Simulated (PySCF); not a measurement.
System: C2H2FO (charge −1).

Input file:

```
{"job": {"kind": "nmr", "xc": "PBE0", "basis": "pcSseg-1"}, "charge": -1, "multiplicity": 1}
C     -0.721144    -0.083043     0.001798
C      0.619973    -0.098397     0.007437
O      1.499177    -0.945066     0.087273
F      1.152791     1.304246    -0.118549
H     -1.279603     0.832190    -0.082899
H     -1.268071    -1.007940     0.083364
```

Command:

```sh
OMP_NUM_THREADS=1 python probes_run.py task.json out
```

Geometry: GFN2-xTB.

These are results of PBE0/pcSseg-1, SCF density, gas phase, non-relativistic (PySCF), not measurements.

What can the converged electron density and electron localisation function tell about the bonding?

Answer. C–O (1.22 Å): ρ is about 3.2 e/Å³ halfway; the ELF peaks at about 0.85 between the atoms: a multiple bond.
C–C (1.34 Å): ρ at the midpoint is about 2.2 e/Å³; the ELF peaks at about 0.95 between the atoms: a short, multiple covalent bond.
C–F (1.51 Å): ρ at the midpoint is about 1.5 e/Å³, with its minimum of 1.2 e/Å³ about 0.6 Å from C; the ELF peaks at about 0.80 between the atoms, as expected for a shared but strongly polarised pair.
C–H (1.08 Å): ρ is about 1.9 e/Å³ halfway; the ELF climbs to about 1 towards the hydrogen, as it does in any bond to H: an ordinary covalent bond to hydrogen.

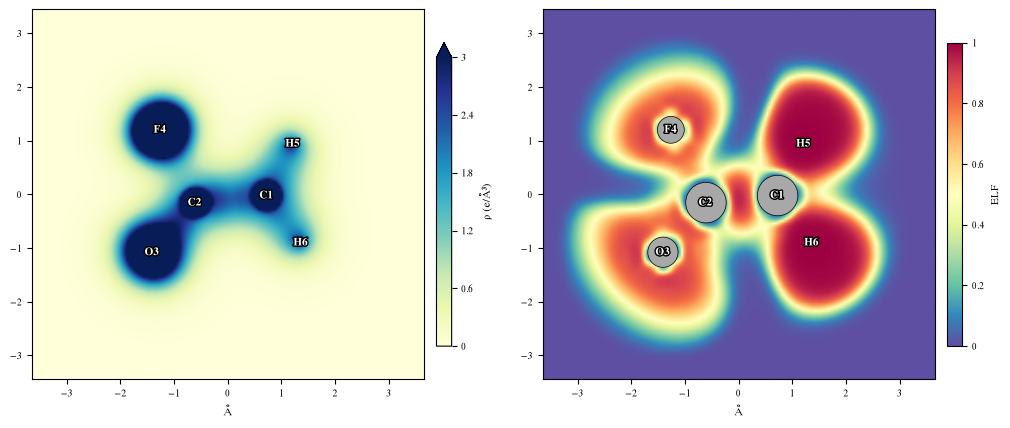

Computed electron density and electron localisation function on the molecular plane, in this order. Grey discs cover the atomic cores in the ELF map. 
